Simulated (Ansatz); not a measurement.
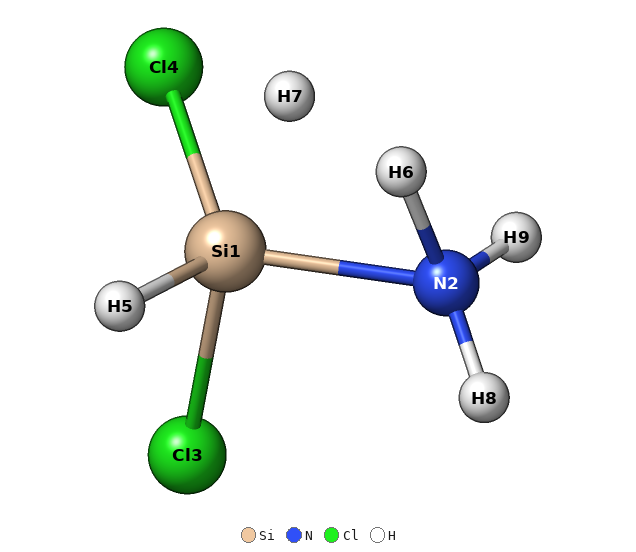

Sticks follow a distance rule. Harmonic vibrations computed with RKS PBE0-D4/def2-TZVP (Ansatz 0.2.0) at a stationary point of the same level.

### How many imaginary frequencies does it have?

A first-order saddle point: one imaginary frequency, 1465i cm⁻¹.

### List the wavenumbers.

21 modes: 1465i, 127, 192, 246, 286, 462, 516, 568, 635, 727, 830, 864, 927, 1089, 1493, 1565, 1675, 1903, 2278, 3506, 3610 cm⁻¹.
